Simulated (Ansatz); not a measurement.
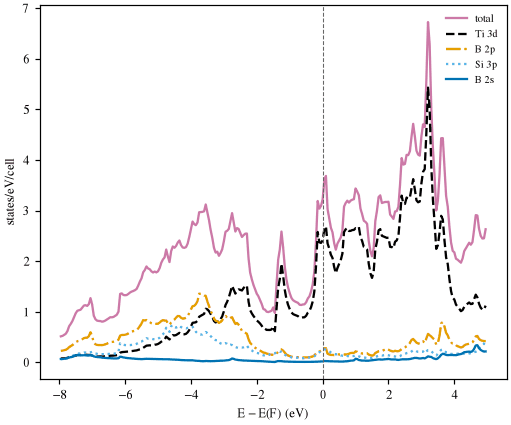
Fig. 1. Total and projected density of states of Ti₂SiB₂ in space group Cmmm (No. 65; Si on 2a, Ti on 4j, B on 4i), r²SCAN in the plane-wave PAW code Ansatz

**Question.** Which orbitals carry the states next to the Fermi level?

**Answer.** Within 0.5 eV of the Fermi level: Ti 3d 78 %, Si 3p 7 %, B 2p 7 %. Projections are on Löwdin-orthogonalised atomic valence shells; empty p or d shells of many metals are not among them.

The start of the workflow was typed in or built on a structure type; neither database checked (COD, Materials Project) lists it. Whether it is the stable phase at ambient conditions was not checked. The r²SCAN relaxation kept the symmetry of its start; its stability against distortions is not shown here. No spin polarisation was allowed.

Potentials: the earlier of the program's two PAW sets. The files were generated under PBE; for other functionals the program regenerates the frozen cores, and for LDA and PBEsol the local potential too.
